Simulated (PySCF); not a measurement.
# CoNCl₂: singlet, from a trigonal planar start

The task is one start of a wider search on CoNCl₂: the singlet, from a trigonal planar start. It is relaxed, tested by its Hessian and followed downhill if it is a saddle.

Program: PySCF 2.14.0. Level of theory: PBE0, basis Co def2-TZVP, N def2-TZVP, Cl def2-TZVP, no relativity, density fitting. These are calculated values, not measurements.

### Step 1. Where the work starts

4 atoms, charge 0, spin multiplicity 1.

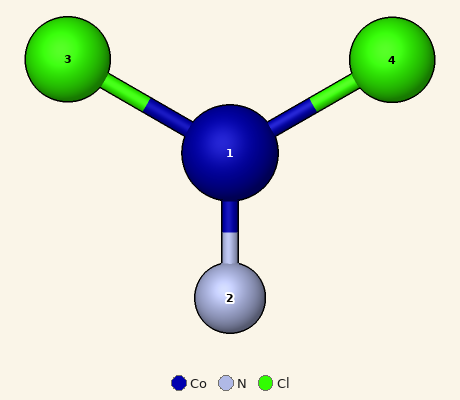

Start geometry, drawn with cobalt blue, nitrogen light blue, chlorine green; atoms are numbered from 1 in the order of the file.

```xyz
4
charge 0 multiplicity 1
Co    0.0000    0.0000   -0.3542
N     0.0000    0.0000   -1.9842
Cl   -1.8187    0.0000    0.6958
Cl    1.8187    0.0000    0.6958
```

### Step 2. The SCF at the typed geometry

The steps below are one call of a driver around PySCF. For each, scf.py gives the equivalent set-up of the SCF; relaxations use the driver's own optimiser. After this first run the driver tries any further starts and a stability analysis.

Input file scf.py:

```python
from pyscf import gto, scf, dft
mol = gto.M(atom='''
Co    -0.000010     0.000000    -0.354240
N     -0.000010     0.000000    -1.984220
Cl    -1.818660     0.000000     0.695770
Cl     1.818670     0.000000     0.695790''',
    basis={'Co': 'def2-TZVP', 'N': 'def2-TZVP', 'Cl': 'def2-TZVP'},
    charge=0, spin=0)
mf = dft.RKS(mol, xc='PBE0')
mf.grids.atom_grid = (50, 194)
aux = {'Co': 'def2-universal-JKFIT', 'N': 'def2-universal-JKFIT', 'Cl': 'def2-universal-JKFIT'}
mf = mf.density_fit(auxbasis=aux)
mf.conv_tol = 1e-08
mf.diis_space = 10
mf.max_cycle = 60
mf.init_guess = 'minao'
mf.verbose = 4
mf.kernel()
```

Run with:

```sh
$ OMP_NUM_THREADS=4 python axn.py task.json out
```

The program printed, shortened:

```text
[... the frontier levels of the middle cycles are left out ...]
init E= -2356.36473119956
  HOMO = 0.146246089219091  LUMO = 0.172682264643735  gap/eV = 0.71936
cycle= 1 E= -2339.88954493118  delta_E= 16.5  |g|= 8.08  |ddm|= 26.4
  HOMO = -1.22292741415696  LUMO = -1.03584308994484  gap/eV = 5.09082
cycle= 2 E= -2259.99152348696  delta_E= 79.9  |g|= 24.2  |ddm|= 29.7
  HOMO = -0.628449014724342  LUMO = -0.584236450839221  gap/eV = 1.20309
cycle= 3 E= -2323.62923644411  delta_E= -63.6  |g|=   16  |ddm|= 9.49
cycle= 4 E= -2335.82566465836  delta_E= -12.2  |g|=   13  |ddm|= 3.68
cycle= 5 E= -2343.2334947603  delta_E= -7.41  |g|= 10.1  |ddm|=  5.4
cycle= 6 E= -2343.8440756394  delta_E= -0.611  |g|=  8.7  |ddm|= 3.38
cycle= 7 E= -2348.75277186535  delta_E= -4.91  |g|= 7.32  |ddm|= 3.42
cycle= 8 E= -2353.22589162474  delta_E= -4.47  |g|= 4.45  |ddm|= 3.21
cycle= 9 E= -2356.83064278673  delta_E= -3.6  |g|= 1.91  |ddm|= 2.39
cycle= 10 E= -2355.62826716593  delta_E=  1.2  |g|= 3.51  |ddm|= 0.643
cycle= 11 E= -2357.22471748968  delta_E= -1.6  |g|= 0.684  |ddm|= 0.915
cycle= 12 E= -2357.08891310635  delta_E= 0.136  |g|= 1.35  |ddm|= 0.647
cycle= 13 E= -2357.30287213775  delta_E= -0.214  |g|= 0.141  |ddm|= 0.322
cycle= 14 E= -2357.30588556302  delta_E= -0.00301  |g|= 0.0217  |ddm|= 0.065
cycle= 15 E= -2357.30596593761  delta_E= -8.04e-05  |g|= 0.0341  |ddm|= 0.0331
cycle= 16 E= -2357.30612813897  delta_E= -0.000162  |g|= 0.0227  |ddm|= 0.0202
cycle= 17 E= -2357.3062368407  delta_E= -0.000109  |g|= 0.0129  |ddm|= 0.0263
cycle= 18 E= -2357.30627747523  delta_E= -4.06e-05  |g|= 0.00189  |ddm|= 0.0169
cycle= 19 E= -2357.30627830225  delta_E= -8.27e-07  |g|= 0.00276  |ddm|= 0.00449
cycle= 20 E= -2357.30627922208  delta_E= -9.2e-07  |g|= 0.0011  |ddm|= 0.00125
cycle= 21 E= -2357.30627937284  delta_E= -1.51e-07  |g|= 0.000134  |ddm|= 0.00046
cycle= 22 E= -2357.30627938075  delta_E= -7.91e-09  |g|= 5.26e-05  |ddm|= 0.000287
  HOMO = -0.322415773665978  LUMO = -0.20138095986563  gap/eV = 3.29353
Extra cycle  E= -2357.30627936892  delta_E= 1.18e-08  |g|= 0.000345  |ddm|= 0.000132
converged SCF energy = -2357.30627936892
```

This step, with its further starts and checks, took 20 s on 4 threads of Arm Neoverse V1, shared host.

The starts that the driver tried:

| start | energy (Eh) |
| --- | --- |
| the minimal-basis guess | -2357.306279 |
| a thermally smeared density | -2357.306279 |
| a smeared PBE density | -2357.306279 |

No lower closed-shell solution turned up from the other starts or in the test of internal stability.

### Step 3. Relaxing the singlet from the trigonal planar start

The program finds C2v symmetry in the start, which this walk keeps. Threshold on the gradient: 0.0003 Eh/bohr, with a further test on the energy change.

Changes to scf.py since step 2:

```diff
@@ -3,4 +3,4 @@
-Co    -0.000010     0.000000    -0.354240
-N     -0.000010     0.000000    -1.984220
-Cl    -1.818660     0.000000     0.695770
-Cl     1.818670     0.000000     0.695790''',
+Co     0.000000     0.000000    -0.354237
+N      0.000001     0.000000    -1.984217
+Cl    -1.818666     0.000000     0.695782
+Cl     1.818664     0.000000     0.695784''',
@@ -16 +15,0 @@
-mf.init_guess = 'minao'
```

Energy and gradient, step by step:

| step | energy (Eh) | change (kJ/mol) | largest symmetric gradient (Eh/bohr) |
| --- | --- | --- | --- |
| 0 | -2357.306279 | 0.00 | 0.13462 |
| 1 | -2357.333431 | -71.29 | 0.02568 |
| 2 | -2357.334147 | -73.17 | 0.02297 |
| 3 | -2357.334540 | -74.20 | 0.00465 |
| 4 | -2357.334679 | -74.56 | 0.00220 |
| 5 | -2357.334755 | -74.76 | 0.00239 |
| 6 | -2357.334764 | -74.79 | 0.00087 |
| 7 | -2357.334765 | -74.79 | 0.00008 |

The walk took 20 s.

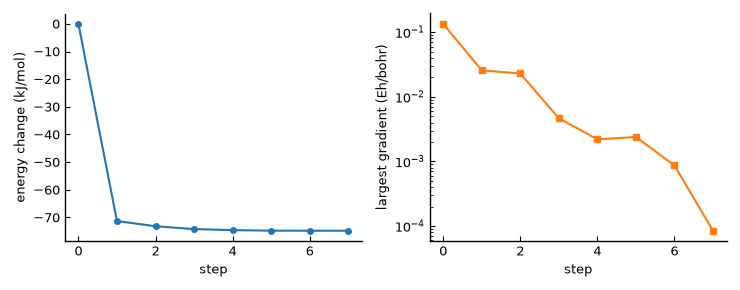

Energy and largest gradient along the walk.

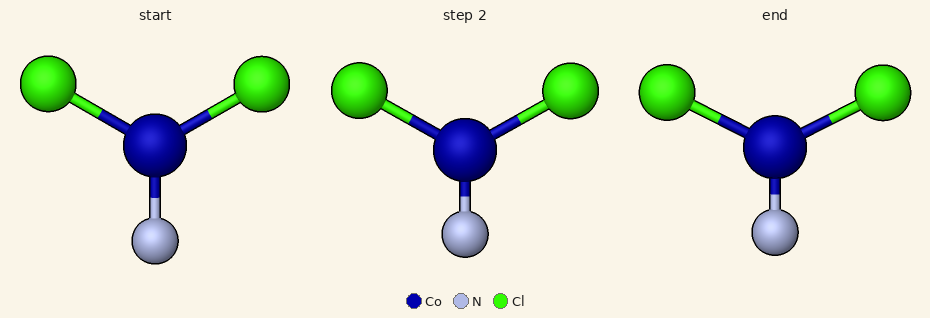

Start and end of the relaxation, with a step between.

It settles in C2v symmetry, 74.8 kJ/mol below the start, after 7 steps: Co–Cl 2.061 Å (×2), Co–N 1.454 Å; Cl–Co–Cl 126.2°, Cl–Co–N 116.9° (×2).

### Step 4. Hessian and properties

On the finer grid the gradient is checked again; gradients at displacements of ±0.02 bohr then give force constants and infrared intensities.

Changes to scf.py since step 3:

```diff
@@ -3,4 +3,4 @@
-Co     0.000000     0.000000    -0.354237
-N      0.000001     0.000000    -1.984217
-Cl    -1.818666     0.000000     0.695782
-Cl     1.818664     0.000000     0.695784''',
+Co     0.000000     0.000000    -0.314985
+N      0.000001     0.000000    -1.768564
+Cl    -1.837654     0.000000     0.619476
+Cl     1.837653     0.000000     0.619478''',
@@ -10 +10 @@
-mf.grids.atom_grid = (50, 194)
+mf.grids.atom_grid = (75, 302)
@@ -13 +13 @@
-mf.conv_tol = 1e-08
+mf.conv_tol = 1e-10
```

The driver hands on the density of the step before, so the log starts near convergence.

SCF at the final geometry:

```text
init E= -2357.33466893168
  HOMO = -0.317796815457753  LUMO = -0.185029307819068  gap/eV = 3.61279
cycle= 1 E= -2357.33466892916  delta_E= 2.52e-09  |g|= 0.000157  |ddm|= 4.35e-05
  HOMO = -0.317816384918881  LUMO = -0.185049034854772  gap/eV = 3.61278
cycle= 2 E= -2357.33466879343  delta_E= 1.36e-07  |g|= 0.00115  |ddm|= 0.000312
  HOMO = -0.317798934934256  LUMO = -0.185034010152742  gap/eV = 3.61272
cycle= 3 E= -2357.33466893161  delta_E= -1.38e-07  |g|= 2.19e-05  |ddm|= 0.000278
  HOMO = -0.317799112701178  LUMO = -0.185032334521745  gap/eV = 3.61277
cycle= 4 E= -2357.33466893173  delta_E= -1.17e-10  |g|= 2.26e-06  |ddm|= 1.47e-05
  HOMO = -0.317799095570791  LUMO = -0.185032347401607  gap/eV = 3.61277
cycle= 5 E= -2357.33466893173  delta_E= -3.64e-12  |g|= 4.9e-07  |ddm|= 1.28e-06
  HOMO = -0.317799037685553  LUMO = -0.18503231575872  gap/eV = 3.61277
Extra cycle  E= -2357.33466893173  delta_E= -2.27e-12  |g|= 3.07e-06  |ddm|= 1.12e-06
converged SCF energy = -2357.33466893173
```

The whole step took 75 s.

Geometry: C2v; Co–Cl 2.062 Å (×2), Co–N 1.454 Å; Cl–Co–Cl 126.1°, Cl–Co–N 117.0° (×2).

Harmonic modes (main isotopes):

```
symmetry  ω (cm⁻¹)  IR (km/mol)  μ (u)     type
      a1       122          0.5  35.34     bend
      b1       172          4.1  27.21     bend
      b2       249          0.3  16.56     bend
      a1       405         11.5  35.35  stretch
      b2       486         93.8  43.85  stretch
      a1      1223         73.1  16.39  stretch
```

μ is the mass of the mode for normalised Cartesian displacements, not the reduced mass of the usual diatomic formula.

No imaginary mode, so this is a minimum.

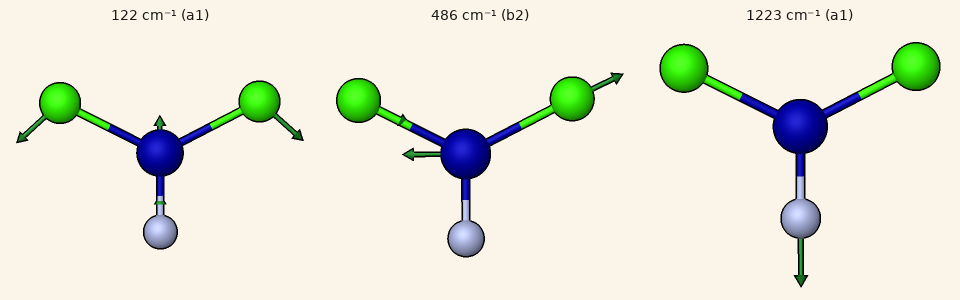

Displacements of 3 of the modes, as arrows (one member where a mode is degenerate).

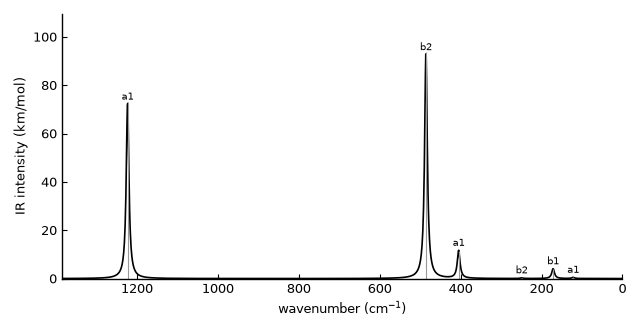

The harmonic infrared spectrum (widths in cm⁻¹). Lines are broadened to a width of 8 cm⁻¹ (Lorentzian).

Constants and moments:

```yaml
Dipole_moment: 1.31 D
Highest_occupied_level: -8.65 eV
Lowest_empty_level: -5.03 eV
Rotational_constants: 0.2204, 0.07138, 0.05392 cm⁻¹
Zero-point_energy: 15.9 kJ/mol
Principal_polarisabilities: 33.7, 62.1, 82.6 bohr³
Atomisation_energy_without_zero-point_energy: 811 kJ/mol
Principal_traceless_quadrupole_moments_about_the_centre_of_mass: -3.82, 1.44, 2.38 D Å
Entropy_at_298.15_K_and_1_bar: 315.4 J/(mol K)
Heat_capacity_Cp_at_298.15_K: 68.8 J/(mol K)
Enthalpy_at_298.15_K_above_0_K: 16.07 kJ/mol
Rotational_symmetry_number: 2
```

Populations by atom (charges in e):

| atom | Mulliken | Löwdin | polar tensor | Mayer order to Co1 |
| --- | --- | --- | --- | --- |
| Co1 | 0.76 | -0.42 | 1.17 | – |
| N2 | -0.20 | 0.08 | -0.32 | 2.54 |
| Cl3,4 | -0.28 | 0.17 | -0.42 | 0.95 |

Outer orbital energies (eV). occupied: -12.17, -11.36, -10.71, -10.18, -9.94, -9.36, -9.23, -8.65; empty: -5.03, -4.44, -4.26, 0.61.

Mulliken populations on Co1: s 6.42, p 12.35, d 7.47, f 0.00.

### Step 5. A spin-polarised start

A stability analysis found the closed shell of the lowest minimum unstable towards spin polarisation, so the unrestricted solution is followed.

The program finds C2v symmetry in the start, which may break. The walk stops when the largest gradient is under 0.0003 Eh/bohr and the energy has settled too.

Changes to scf.py since step 4:

```diff
@@ -3,4 +3,4 @@
-Co     0.000000     0.000000    -0.314985
-N      0.000001     0.000000    -1.768564
-Cl    -1.837654     0.000000     0.619476
-Cl     1.837653     0.000000     0.619478''',
+Co     0.000000     0.000000    -0.314960
+N      0.000001     0.000000    -1.768539
+Cl    -1.837654     0.000000     0.619501
+Cl     1.837653     0.000000     0.619503''',
@@ -9,2 +9,2 @@
-mf = dft.RKS(mol, xc='PBE0')
-mf.grids.atom_grid = (75, 302)
+mf = dft.UKS(mol, xc='PBE0')
+mf.grids.atom_grid = (50, 194)
@@ -13 +13 @@
-mf.conv_tol = 1e-10
+mf.conv_tol = 1e-08
```

Energy and gradient, step by step:

| step | energy (Eh) | change (kJ/mol) | largest gradient (Eh/bohr) |
| --- | --- | --- | --- |
| 0 | -2357.334836 | 0.00 | 0.00240 |
| 1 | -2357.334841 | -0.01 | 0.00019 |
| 2 | -2357.334842 | -0.01 | 0.00022 |

The walk took 18 s.

Positions (Å) and forces (eV/Å) along the way:

```
step 0
Co   0.000   0.000  -0.315   0.000   0.000   0.123
N    0.000   0.000  -1.769   0.000   0.000  -0.115
Cl  -1.838   0.000   0.620  -0.012   0.000  -0.004
Cl   1.838   0.000   0.620   0.012   0.000  -0.004
step 1
Co   0.000   0.000  -0.314   0.000   0.000   0.002
N    0.000   0.000  -1.769   0.000   0.000   0.010
Cl  -1.839   0.000   0.619  -0.006   0.000  -0.006
Cl   1.839   0.000   0.619   0.006   0.000  -0.006
step 2
Co   0.000   0.000  -0.313   0.000  -0.002  -0.002
N    0.000   0.000  -1.769   0.000   0.001   0.011
Cl  -1.839   0.000   0.619  -0.004   0.001  -0.005
Cl   1.839   0.000   0.619   0.004   0.001  -0.005
```

After 2 steps and 0.0 kJ/mol it ends at C2v: Co–Cl 2.062 Å (×2), Co–N 1.456 Å; Cl–Co–Cl 126.3°, Cl–Co–N 116.9° (×2).

### Step 6. Vibrations and properties at this point

As before: finer grid, then central differences.

Changes to scf.py since step 5:

```diff
@@ -3,4 +3,4 @@
-Co     0.000000     0.000000    -0.314960
-N      0.000001     0.000000    -1.768539
-Cl    -1.837654     0.000000     0.619501
-Cl     1.837653     0.000000     0.619503''',
+Co     0.000000    -0.000007    -0.312258
+N      0.000001    -0.000038    -1.767901
+Cl    -1.840895     0.000013     0.617115
+Cl     1.840894     0.000013     0.617118''',
@@ -10 +10 @@
-mf.grids.atom_grid = (50, 194)
+mf.grids.atom_grid = (75, 302)
@@ -13 +13 @@
-mf.conv_tol = 1e-08
+mf.conv_tol = 1e-10
```

Log of the central SCF (cycles and frontier levels):

```text
init E= -2357.33474806269
[... the frontier-level lines of each cycle are left out ...]
cycle= 1 E= -2357.33474806268  delta_E= 1.64e-11  |g|= 1.98e-05  |ddm|= 1.48e-05
cycle= 2 E= -2357.33474805809  delta_E= 4.59e-09  |g|= 0.000145  |ddm|= 4.44e-05
cycle= 3 E= -2357.33474806282  delta_E= -4.73e-09  |g|= 7.16e-06  |ddm|= 3.66e-05
cycle= 4 E= -2357.33474806286  delta_E= -4.18e-11  |g|= 3.81e-06  |ddm|= 5.62e-06
Extra cycle  E= -2357.33474806289  delta_E= -2.55e-11  |g|= 1.41e-05  |ddm|= 1.26e-05
converged SCF energy = -2357.33474806289  <S^2> = 0.10132429  2S+1 = 1.1854523
```

The whole step took 5.6 min on 4 threads of Arm Neoverse V1, shared host.

Geometry: C2v; Co–Cl 2.062 Å (×2), Co–N 1.456 Å; Cl–Co–Cl 126.4°, Cl–Co–N 116.8° (×2).

Modes, for the most abundant isotopes:

```csv
ω (cm⁻¹),IR (km/mol)
120,0.8
165,4.4
252,0.0
404,10.2
490,86.0
1183,115
```

All wavenumbers are real: a minimum.

The SCF density has lower symmetry than the nuclear frame, so the modes carry no labels.

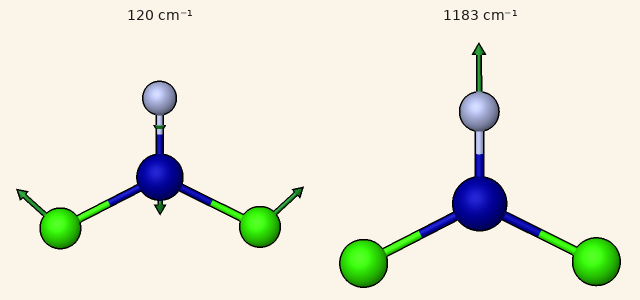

How the atoms move in 2 of the modes.

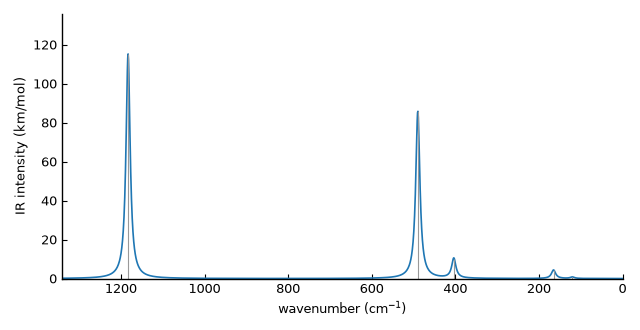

The harmonic infrared spectrum (widths in cm⁻¹). Lines are broadened to a width of 12 cm⁻¹ (Lorentzian).

Constants and moments:

* Dipole moment: 1.26 D
* Highest occupied level: -8.68 eV
* Lowest empty level: -5.00 eV
* Rotational constants: 0.2214, 0.07113, 0.05383 cm⁻¹
* Zero-point energy: 15.6 kJ/mol
* Principal polarisabilities: 33.7, 63.7, 81.4 bohr³
* Atomisation energy without zero-point energy: 812 kJ/mol
* Principal traceless quadrupole moments about the centre of mass: -3.74, 1.47, 2.28 D Å
* Entropy at 298.15 K and 1 bar: 315.7 J/(mol K)
* Heat capacity Cp at 298.15 K: 68.9 J/(mol K)
* Enthalpy at 298.15 K above 0 K: 16.10 kJ/mol
* Rotational symmetry number: 2
* Spin squared ⟨S²⟩: 0.101

Charges (e) and bond orders:

```tsv
atom	Mulliken	Löwdin	polar tensor	spin (Mulliken)	Mayer order to Co1
Co1	0.76	-0.42	1.22	0.00	–
N2	-0.21	0.07	-0.39	0.00	2.55
Cl3	-0.28	0.17	-0.41	-0.04	0.95
Cl4	-0.28	0.17	-0.41	0.04	0.95
```

Outer orbital energies (eV). α occupied: -12.20, -11.32, -10.71, -10.19, -9.94, -9.40, -9.23, -8.68; empty: -5.00, -4.45, -4.26, 0.60. β occupied: -12.20, -11.32, -10.71, -10.19, -9.94, -9.40, -9.23, -8.68; empty: -5.00, -4.45, -4.26, 0.60.

Mulliken populations on Co1: s 6.42, p 12.36, d 7.46, f 0.00.

### Step 7. The points found, side by side

| spin | group | bonds | imaginary modes (cm⁻¹) | ΔE (kJ/mol) | with zero-point energy |
| --- | --- | --- | --- | --- | --- |
| broken-symmetry (Ms = 0) | C2v (density of lower symmetry) | Co–Cl 2.062 Å (×2), Co–N 1.456 Å | none | 0.0 | 0.0 |
| singlet | C2v | Co–Cl 2.062 Å (×2), Co–N 1.454 Å | none | 0.2 | 0.5 |

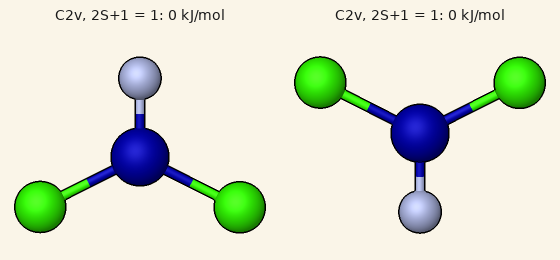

The points, lowest first (cobalt blue, nitrogen light blue, chlorine green).

### Step 8. Results

| quantity | value |
| --- | --- |
| minimum | broken-symmetry (Ms = 0), C2v |
| geometry | Co–Cl 2.062 Å (×2), Co–N 1.456 Å; Cl–Co–Cl 126.4°, Cl–Co–N 116.8° (×2) |
| wavenumbers (cm⁻¹) | 120, 165, 252, 404, 490, 1183 |
| dipole moment | 1.26 D |
| highest occupied, lowest empty level (either spin) | -8.68, -5.00 eV |
| polar-tensor charge of Co1 | +1.22 e |
| zero-point energy | 15.6 kJ/mol |
| entropy at 298.15 K | 315.7 J/(mol K) |
| atomisation energy (no zero-point energy) | 812 kJ/mol |
| ⟨S²⟩ | 0.101 |

**Reading.** The trigonal planar start keeps its C2v symmetry and ends in a minimum. In the infrared the band at 1183 cm⁻¹ (stretch) leads. Other starts or spin states, not run here, may lie lower. The SCF density has lower symmetry than the nuclear frame.

The search up to here took 8 min.
